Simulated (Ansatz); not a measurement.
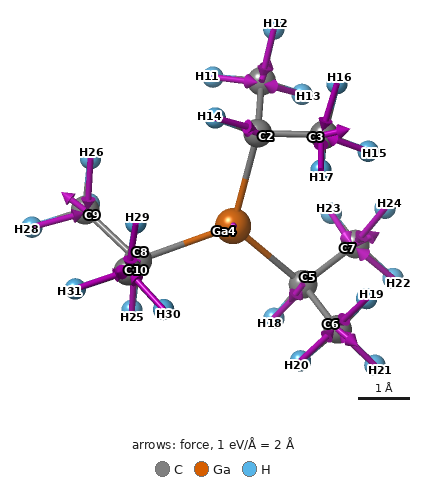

Starting geometry of C9H21Ga with the computed forces as purple arrows. Style: ball-and-stick. Shown from a free direction.

The start comes from PBE-D4/def2-SVP.

Level of theory: RKS PBE0-D4/def2-TZVP (Ansatz 0.2.0). Settings: force threshold 0.005 eV/Å; at most 150 steps.

What follows when this structure is relaxed?

It isn't relaxed: the largest force vector, on H atoms, is 0.55 eV/Å. The final displacements follow the starting forces only in part (cosine between the two patterns 0.41). The largest move after the best rigid fit is that of an H atom, 0.066 Å. By element the largest moves are H 0.066 Å, C 0.037 Å, Ga 0.011 Å. Near-neighbour distances that change, for instance: C–H 1.115 → 1.098 Å, C–Ga 2.019 → 2.002 Å, C–C 1.537 → 1.527 Å. The energy falls by 11.4 kJ/mol in 7 geometry steps. Largest force component: 0.53 eV/Å at the start, 0.0041 eV/Å at the end. The run took about 25 s of wall time on a shared GPU.
